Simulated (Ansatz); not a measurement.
Results of r²SCAN+rVV10 (PAW; Ansatz, a quantum-chemistry and plane-wave program) for rock-salt BaTe.

Numerical settings: plane-wave cutoff 560 eV, 8×8×8 k mesh, Fermi–Dirac smearing 0.01 eV, scalar-relativistic PAW data made under PBE.

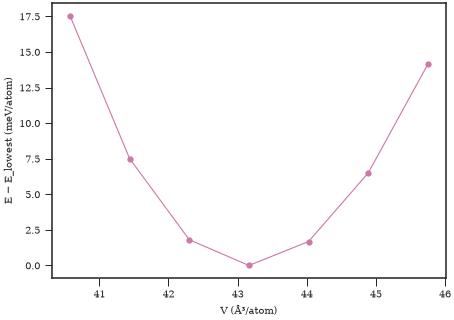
Figure. Total energy against volume

Question: From the curve, estimate the equilibrium volume and the bulk modulus.

Answer: V0 ≈ 43.2 Å³/atom and B0 ≈ 32 GPa; the fit gives V0 = 43.164 Å³/atom, B0 = 32.4 GPa, B′ = 4.4.

Measured, for comparison: equilibrium volume per atom 43.00 Å³/atom (room temperature, not corrected to a static lattice; as tabulated in Lucero et al. (2012), arXiv:1111.4515). Computed (rounded) less measured: equilibrium volume per atom +0.4 %.

Spin–orbit coupling is not included.

Computed values are for the static lattice.
